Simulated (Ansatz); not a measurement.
# Amorphous Si: valence band and core levels, part 2 of 6

How wide do site differences make the core lines of amorphous Si?

Ansatz 0.2.0; DFT, LDA, plane-wave PAW, default files, scalar-relativistic.

So far: The structure; Relaxing the atoms.

### 3. Dynamics at 2800 K

A short run with the thermostat set to 2800 K, starting from rest and too brief to equilibrate, lets the random network rearrange; the cutoff and mesh are cut down, since only a plausible structure is wanted.

File input.yaml:

```yaml
crystal:
  lattice:
    - [8.4978037057, 0.0, 0.0]
    - [0.0, 8.4978037057, 0.0]
    - [0.0, 0.0, 8.4978037057]
  atoms:
    - { symbol: Si, position: [0.2313193348, 0.3884353784, 0.7796427415] }
    - { symbol: Si, position: [0.0944577479, 0.614003876, 0.7061974085] }
    - { symbol: Si, position: [0.1906681946, 0.1161917626, 0.3139492404] }
    - { symbol: Si, position: [0.6147172892, 0.519807605, 0.1015153354] }
    - { symbol: Si, position: [0.4613596125, 0.6700887662, 0.4061012175] }
    - { symbol: Si, position: [0.6202719058, 0.9540299749, 0.6281650473] }
    - { symbol: Si, position: [0.5442408954, 0.3126120541, 0.3921330051] }
    - { symbol: Si, position: [0.3584931412, 0.9342892541, 0.4853542724] }
    - { symbol: Si, position: [0.683901935, 0.0648907157, 0.0827470588] }
    - { symbol: Si, position: [0.2080263144, 0.8673475912, 0.7247157313] }
    - { symbol: Si, position: [0.7391798422, 0.6411570922, 0.3920815755] }
    - { symbol: Si, position: [0.6366389681, 0.4650295544, 0.8105983129] }
    - { symbol: Si, position: [0.8135550039, 0.6130885071, 0.6685377858] }
    - { symbol: Si, position: [0.3762585176, 0.4675611184, 0.2418622036] }
    - { symbol: Si, position: [0.4628473792, 0.8081779817, 0.8114684195] }
    - { symbol: Si, position: [0.1830654819, 0.1485670761, 0.6271049294] }
    - { symbol: Si, position: [0.0050149043, 0.0295158203, 0.8149885454] }
    - { symbol: Si, position: [0.0709590726, 0.395596067, 0.5221224238] }
    - { symbol: Si, position: [0.4749341718, 1.0783169273, 0.2686566534] }
    - { symbol: Si, position: [0.0751897479, 0.2577456067, -0.0335140262] }
    - { symbol: Si, position: [0.6915316967, 0.1567940618, 0.8009244447] }
    - { symbol: Si, position: [0.8965359928, 0.1080543828, 0.2716903017] }
    - { symbol: Si, position: [0.6207583331, 0.7967042991, 0.043439086] }
    - { symbol: Si, position: [0.7899648764, 0.8401851126, 0.8166162491] }
    - { symbol: Si, position: [0.9077992531, 0.3201792743, 0.7440865442] }
    - { symbol: Si, position: [0.427308414, 0.5783715274, 0.6672088147] }
    - { symbol: Si, position: [0.4663619662, 0.2572571888, 0.6612895009] }
    - { symbol: Si, position: [0.7074181, 0.9174873127, 0.3533536758] }
    - { symbol: Si, position: [0.7974327966, 0.3916432279, 0.2758158523] }
    - { symbol: Si, position: [0.1013835189, 0.3778684113, 0.2359930773] }
kpoints:
  mp_grid: { grid: [1, 1, 1] }
scf:
  occupations: { method: fermi_dirac, width: 0.1 }
  n_extra_bands: 21
hamiltonian:
  xc: lda
  pseudopotentials: { kind: paw }
output:
  forces: true
basis:
  ecutwfc: 320
md:
  timestep: 2.5
  n_steps: 150
  ensemble: nvt_langevin
  temperature: 2800
  seed: 0
```

On the command line:

```sh
$ ansatz run input.yaml --threads 4 --pin off --max-ram 8192MiB --backend cpu --events-out ev --progress --plain --runs-dir out
```

Numbers of over 12 decimals in the logs are rounded to 6 here.

What it wrote:

```text
Warning: md: disabling space-group detection — thermal motion breaks the input geometry's symmetry, so no spatial operation reduces the k-mesh or symmetrises the density; time reversal is kept, so that k and −k are solved as one point where they differ and the mesh holds both, and exact exchange and, on two spinor components, a DFT+U term hold to it where the run has them: on two components no moment then forms, and  [...]
[...]
Crystal: 30 atoms, lattice volume = 613.649 Å³
Basis set: ecut = 320 eV, 8025 PW (Γ)
Bands: 81, of which v1, the nominal top of the filled ones, is band 60 counted from 1 (59 counted from 0)
Symmetry: 1 space group operations
k-points: 1
[...]
SCF iter   1: F=—  HF=-18251.582174 eV  |F-HF|=—  |Δ(HF+E_count)|=         —  Δρ=8.20e-3  dr2=8.30e-1  ethr=1.77e-3  ⟨swp⟩=9.0  Hψ=487  notcnv=0
[...]
SCF iter  10: F=-18251.336018 eV  HF=-18251.336018 eV  |F-HF|=5.50e-9  |Δ(HF+E_count)|=   1.38e-8  Δρ=1.37e-6  dr2=2.09e-8  ethr=2.50e-11  ⟨swp⟩=5.0  Hψ=293  notcnv=0
SCF 1 converged in 10 iterations: F = -18251.336018 eV  dr2 = 2.09e-8
[...]
md step     0: t =     0.00 fs  T =     0.0 K  F+E_penalty+E_count = -18251.33601791 eV  E_kin = 0.000000 eV  (10 SCF iters)
[...]
SCF iter   7: F=-18251.332660 eV  HF=-18251.332660 eV  |F-HF|=2.54e-9  |Δ(HF+E_count)|=   2.00e-9  Δρ=7.77e-7  dr2=5.37e-9  ethr=2.50e-11  ⟨swp⟩=4.0  Hψ=266  notcnv=0
SCF 2 converged in 7 iterations: F = -18251.332660 eV  dr2 = 5.37e-9
[...]
md step     1: t =     2.50 fs  T =   145.4 K  F+E_penalty+E_count = -18251.33265995 eV  E_kin = 0.563896 eV  (7 SCF iters)
[...]
SCF iter   8: F=-18251.309013 eV  HF=-18251.309013 eV  |F-HF|=2.83e-9  |Δ(HF+E_count)|=  7.17e-10  Δρ=6.48e-7  dr2=5.00e-9  ethr=2.26e-11  ⟨swp⟩=4.0  Hψ=251  notcnv=0
SCF 3 converged in 8 iterations: F = -18251.309013 eV  dr2 = 5.00e-9
md step     2: t =     5.00 fs  T =   301.7 K  F+E_penalty+E_count = -18251.30901312 eV  E_kin = 1.169905 eV  (8 SCF iters)
[... from here on, the SCF cycles and remarks between the steps are left out ...]
md step     3: t =     7.50 fs  T =   414.5 K  F+E_penalty+E_count = -18251.24458864 eV  E_kin = 1.607192 eV  (8 SCF iters)
md step     4: t =    10.00 fs  T =   470.2 K  F+E_penalty+E_count = -18251.12860667 eV  E_kin = 1.823162 eV  (8 SCF iters)
md step     5: t =    12.50 fs  T =   513.2 K  F+E_penalty+E_count = -18250.96444547 eV  E_kin = 1.989995 eV  (7 SCF iters)
md step     6: t =    15.00 fs  T =   627.4 K  F+E_penalty+E_count = -18250.75522727 eV  E_kin = 2.433097 eV  (7 SCF iters)
md step     7: t =    17.50 fs  T =   694.9 K  F+E_penalty+E_count = -18250.50366408 eV  E_kin = 2.694858 eV  (7 SCF iters)
md step     8: t =    20.00 fs  T =   697.6 K  F+E_penalty+E_count = -18250.24527391 eV  E_kin = 2.704989 eV  (7 SCF iters)
md step     9: t =    22.50 fs  T =   739.9 K  F+E_penalty+E_count = -18250.00013647 eV  E_kin = 2.869300 eV  (7 SCF iters)
md step    10: t =    25.00 fs  T =   928.8 K  F+E_penalty+E_count = -18249.76750066 eV  E_kin = 3.601681 eV  (8 SCF iters)
md step    11: t =    27.50 fs  T =   958.9 K  F+E_penalty+E_count = -18249.52615883 eV  E_kin = 3.718283 eV  (7 SCF iters)
md step    12: t =    30.00 fs  T =   943.6 K  F+E_penalty+E_count = -18249.25854038 eV  E_kin = 3.659125 eV  (7 SCF iters)
md step    13: t =    32.50 fs  T =  1026.3 K  F+E_penalty+E_count = -18248.97904588 eV  E_kin = 3.979637 eV  (6 SCF iters)
md step    14: t =    35.00 fs  T =   971.0 K  F+E_penalty+E_count = -18248.70902244 eV  E_kin = 3.765487 eV  (7 SCF iters)
md step    15: t =    37.50 fs  T =  1082.8 K  F+E_penalty+E_count = -18248.44364556 eV  E_kin = 4.198833 eV  (7 SCF iters)
md step    16: t =    40.00 fs  T =  1105.8 K  F+E_penalty+E_count = -18248.16386905 eV  E_kin = 4.288150 eV  (7 SCF iters)
md step    17: t =    42.50 fs  T =  1223.3 K  F+E_penalty+E_count = -18247.90000856 eV  E_kin = 4.743604 eV  (7 SCF iters)
md step    18: t =    45.00 fs  T =  1253.6 K  F+E_penalty+E_count = -18247.69040678 eV  E_kin = 4.861274 eV  (7 SCF iters)
md step    19: t =    47.50 fs  T =  1229.9 K  F+E_penalty+E_count = -18247.53989252 eV  E_kin = 4.769180 eV  (7 SCF iters)
md step    20: t =    50.00 fs  T =  1167.6 K  F+E_penalty+E_count = -18247.41155447 eV  E_kin = 4.527863 eV  (9 SCF iters)
md step    21: t =    52.50 fs  T =  1160.9 K  F+E_penalty+E_count = -18247.31047252 eV  E_kin = 4.501714 eV  (7 SCF iters)
md step    22: t =    55.00 fs  T =  1269.4 K  F+E_penalty+E_count = -18247.24175470 eV  E_kin = 4.922617 eV  (8 SCF iters)
md step    23: t =    57.50 fs  T =  1221.2 K  F+E_penalty+E_count = -18247.18009301 eV  E_kin = 4.735559 eV  (8 SCF iters)
md step    24: t =    60.00 fs  T =  1132.1 K  F+E_penalty+E_count = -18247.14321198 eV  E_kin = 4.389893 eV  (7 SCF iters)
md step    25: t =    62.50 fs  T =  1163.4 K  F+E_penalty+E_count = -18247.15227571 eV  E_kin = 4.511409 eV  (7 SCF iters)
md step    26: t =    65.00 fs  T =  1099.6 K  F+E_penalty+E_count = -18247.16603500 eV  E_kin = 4.263969 eV  (7 SCF iters)
md step    27: t =    67.50 fs  T =  1099.7 K  F+E_penalty+E_count = -18247.15355652 eV  E_kin = 4.264300 eV  (7 SCF iters)
md step    28: t =    70.00 fs  T =  1171.3 K  F+E_penalty+E_count = -18247.10253453 eV  E_kin = 4.542210 eV  (7 SCF iters)
md step    29: t =    72.50 fs  T =  1163.4 K  F+E_penalty+E_count = -18247.03746696 eV  E_kin = 4.511259 eV  (7 SCF iters)
md step    30: t =    75.00 fs  T =  1152.7 K  F+E_penalty+E_count = -18246.97424944 eV  E_kin = 4.470072 eV  (8 SCF iters)
md step    31: t =    77.50 fs  T =  1264.3 K  F+E_penalty+E_count = -18246.91896762 eV  E_kin = 4.902519 eV  (7 SCF iters)
md step    32: t =    80.00 fs  T =  1257.4 K  F+E_penalty+E_count = -18246.88490695 eV  E_kin = 4.875905 eV  (6 SCF iters)
md step    33: t =    82.50 fs  T =  1435.4 K  F+E_penalty+E_count = -18246.90782496 eV  E_kin = 5.566024 eV  (6 SCF iters)
md step    34: t =    85.00 fs  T =  1339.5 K  F+E_penalty+E_count = -18246.93921687 eV  E_kin = 5.194458 eV  (6 SCF iters)
md step    35: t =    87.50 fs  T =  1487.4 K  F+E_penalty+E_count = -18246.89389662 eV  E_kin = 5.767885 eV  (7 SCF iters)
md step    36: t =    90.00 fs  T =  1457.9 K  F+E_penalty+E_count = -18246.75524294 eV  E_kin = 5.653426 eV  (6 SCF iters)
md step    37: t =    92.50 fs  T =  1494.6 K  F+E_penalty+E_count = -18246.58993703 eV  E_kin = 5.795852 eV  (7 SCF iters)
md step    38: t =    95.00 fs  T =  1684.9 K  F+E_penalty+E_count = -18246.49335117 eV  E_kin = 6.533744 eV  (7 SCF iters)
md step    39: t =    97.50 fs  T =  1811.1 K  F+E_penalty+E_count = -18246.47065664 eV  E_kin = 7.023084 eV  (7 SCF iters)
[...]
md step    64: t =   160.00 fs  T =  2129.0 K  F+E_penalty+E_count = -18242.79581403 eV  E_kin = 8.255955 eV  (7 SCF iters)
md step    65: t =   162.50 fs  T =  2306.1 K  F+E_penalty+E_count = -18242.76739040 eV  E_kin = 8.942703 eV  (7 SCF iters)
md step    66: t =   165.00 fs  T =  2313.4 K  F+E_penalty+E_count = -18242.60652811 eV  E_kin = 8.970985 eV  (7 SCF iters)
md step    67: t =   167.50 fs  T =  2236.0 K  F+E_penalty+E_count = -18242.25842039 eV  E_kin = 8.670908 eV  (7 SCF iters)
md step    68: t =   170.00 fs  T =  2099.5 K  F+E_penalty+E_count = -18241.82306374 eV  E_kin = 8.141517 eV  (7 SCF iters)
md step    69: t =   172.50 fs  T =  2097.1 K  F+E_penalty+E_count = -18241.50808737 eV  E_kin = 8.132299 eV  (6 SCF iters)
md step    70: t =   175.00 fs  T =  2221.1 K  F+E_penalty+E_count = -18241.51019699 eV  E_kin = 8.613036 eV  (8 SCF iters)
md step    71: t =   177.50 fs  T =  2238.8 K  F+E_penalty+E_count = -18241.82012949 eV  E_kin = 8.681434 eV  (7 SCF iters)
md step    72: t =   180.00 fs  T =  2351.1 K  F+E_penalty+E_count = -18242.30866362 eV  E_kin = 9.117065 eV  (7 SCF iters)
md step    73: t =   182.50 fs  T =  2545.0 K  F+E_penalty+E_count = -18242.76445492 eV  E_kin = 9.868987 eV  (7 SCF iters)
md step    74: t =   185.00 fs  T =  2438.3 K  F+E_penalty+E_count = -18242.92013398 eV  E_kin = 9.455328 eV  (7 SCF iters)
md step    75: t =   187.50 fs  T =  2292.1 K  F+E_penalty+E_count = -18242.67371576 eV  E_kin = 8.888421 eV  (7 SCF iters)
SCF iter   1: F=—  HF=-18242.164147 eV  |F-HF|=—  |Δ(HF+E_count)|=         —  Δρ=5.27e-4  dr2=3.19e-3  ethr=1.72e-5  ⟨swp⟩=6.0  Hψ=257  notcnv=0
[...]
SCF iter   7: F=-18242.163332 eV  HF=-18242.163332 eV  |F-HF|=4.78e-9  |Δ(HF+E_count)|=   1.87e-9  Δρ=8.64e-7  dr2=8.47e-9  ethr=2.50e-11  ⟨swp⟩=5.0  Hψ=273  notcnv=0
SCF 77 converged in 7 iterations: F = -18242.163332 eV  dr2 = 8.47e-9
[...]
md step    76: t =   190.00 fs  T =  2186.5
```

Wall time 2.5 min (4 threads of Intel Xeon at 2.80GHz (Skylake/Cascade Lake), shared host); peak memory 0.43 GiB; 6.4 min of CPU time.

In the SCF lines HF is the Harris–Foulkes energy and dr2 the Hartree energy of the density residual, in eV; the loop may stop once dr2 is under the threshold and the program's other checks hold. Hψ counts applications of the Hamiltonian.

The trajectory, sampled:

| time (fs) | T (K) | potential (meV/atom) |
| --- | --- | --- |
| 0.0 | 0 | 0.0 |
| 25.0 | 929 | 52.3 |
| 50.0 | 1168 | 130.8 |
| 75.0 | 1153 | 145.4 |
| 100.0 | 1929 | 163.6 |
| 125.0 | 2141 | 227.2 |
| 150.0 | 2298 | 265.3 |
| 175.0 | 2221 | 327.5 |
| 200.0 | 2155 | 353.7 |
| 225.0 | 2284 | 296.7 |
| 250.0 | 2113 | 278.5 |
| 275.0 | 2504 | 304.0 |
| 300.0 | 2451 | 340.0 |
| 325.0 | 2889 | 270.0 |
| 350.0 | 2600 | 288.7 |
| 375.0 | 1946 | 304.7 |

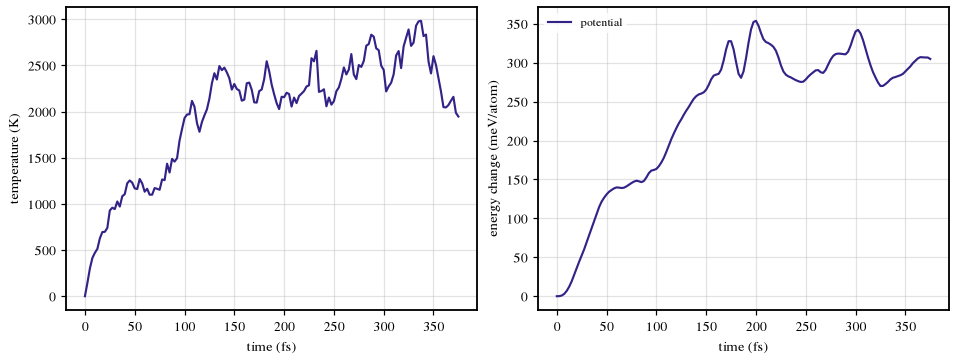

Temperature and energies against time.

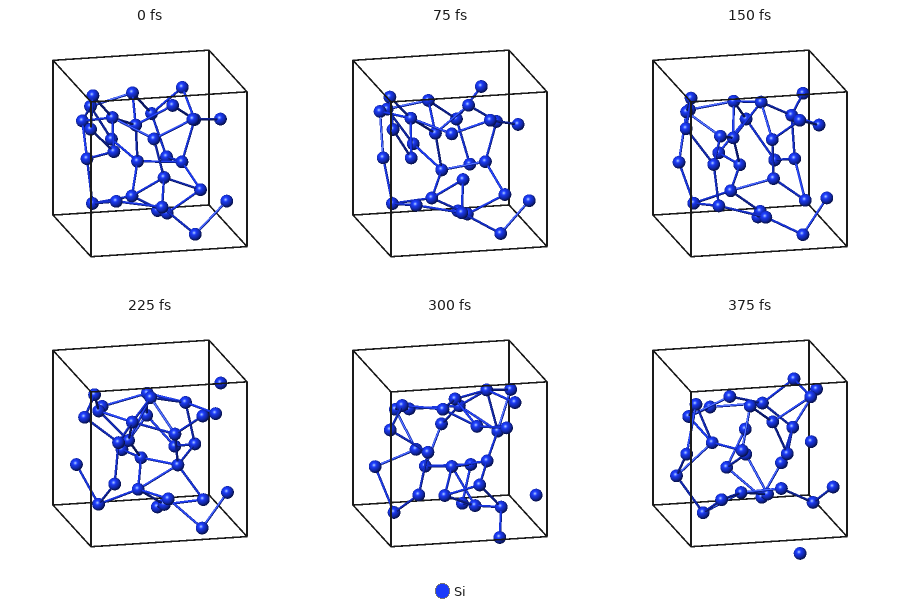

6 frames of the run. Bonds to atoms that aren't drawn are left out.

Mean square displacement at the end: Si 2.3 Å².

Positions (Å) and forces (eV/Å) at 375.0 fs:

```xyz
30
Lattice="8.498 0.000 0.000 0.000 8.498 0.000 0.000 0.000 8.498" Properties=species:S:1:pos:R:3:forces:R:3 pbc="T T T"
Si    3.817    2.432    6.819   -0.561   -0.024    0.794
Si    1.288    5.799    5.506   -0.131   -1.357   -0.410
Si    2.059    1.614    2.012   -1.571   -0.652    0.273
Si    5.402    5.065    1.175    0.485   -0.498   -0.348
Si    4.531    6.339    3.077    0.661   -0.111   -0.006
Si    5.139    8.971    3.711   -0.789    0.762   -0.550
Si    6.336    4.483    3.486    0.024    0.054    0.645
Si    4.074    8.744    1.740    0.477   -0.252   -1.028
Si    6.190    1.015   -1.046   -1.941   -1.316    0.553
Si    2.865    7.502    5.466    0.660    0.422    0.194
Si    7.205    6.846    4.245    0.689   -2.946   -1.496
Si    3.385    5.200    6.628    0.645   -1.518   -0.787
Si    6.870    5.171    7.380   -1.089    0.698   -0.202
Si    3.548    3.346    1.843    0.245    2.286   -0.331
Si    5.439    6.361    5.821   -0.487    0.304    0.081
Si    3.151    1.491    4.675   -0.603    0.337    0.773
Si    0.189    1.743    4.605    0.241   -0.531    2.637
Si    0.049    3.441    2.965    1.729    2.940    1.827
Si    5.487   10.804    2.217    0.630   -0.512   -0.271
Si    1.111    3.440   -1.681    0.448   -0.357   -0.102
Si    6.576    0.108    5.311   -0.175    1.932    2.829
Si    8.068    1.339    2.391   -0.073   -2.617   -1.546
Si    5.691    7.526    0.318   -1.406   -0.416   -2.784
Si    8.717    7.716    6.005    0.106    1.347   -0.304
Si    7.222    2.890    6.981    1.157    1.459   -1.435
Si    2.054    3.676    4.592    0.016   -0.196   -0.042
Si    5.322    3.584    5.542    1.006    0.726   -0.118
Si    6.819    7.776    2.070    1.521    0.656    3.098
Si    7.444    3.272    1.066   -1.414    0.171   -1.976
Si    1.562    3.689    0.774   -0.500   -0.790    0.031
```

The pair distribution g(r), Si–Si has structure finer than the step of the table below, so its rows give means over 0.5 Å, whole bins alone (the curve runs from 0.0372 to 5.91 Å). Peaks (Å: height): 2.42: 3.47, 3.16: 1.08, 5.24: 1.28.

From the last frames. Pair distribution g(r), Si–Si against r; means over each step:

| r (Å) | pair distribution g(r), Si–Si |
| --- | --- |
| 1.5 | 0 |
| 2.0 | 0.315 |
| 2.5 | 2.04 |
| 3.0 | 0.992 |
| 3.5 | 0.822 |
| 4.0 | 0.966 |
| 4.5 | 0.992 |
| 5.0 | 0.965 |
| 5.5 | 0.970 |

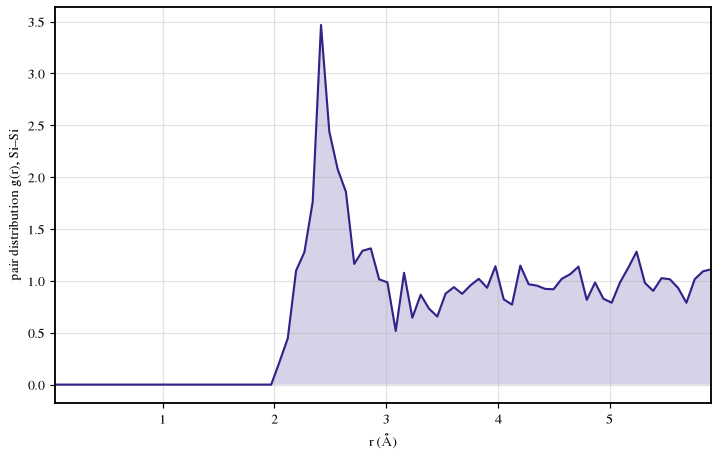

Pair distribution g(r), Si–Si, plotted against r.

Beyond half the shortest lattice vector, 4.2 Å, g(r) counts periodic images.

Numbers from this step:

```
free energy             : -18242.1939 eV
energy at zero smearing : -18241.9826 eV
smearing term TS        : 0.4225 eV
Fermi energy            : 5.681 eV
gap by band count       : 0.2129 eV
```

[end of part 2 of 6]

[Logs are printed without paths, hosts, clocks, repeated set-up lines and the standing remarks that a program may print on its own settings, such as how far it seeks lower states.]

[Hosts, paths, dates, database ids (printed as entryN), source tags and the programs' standing remarks are cut or masked in the printed files.]

[Maps of the electrostatic potential energy from Ansatz leave out the sawtooth potential of an applied field or a dipole correction, so their vacuum need not be flat; work functions include it.]
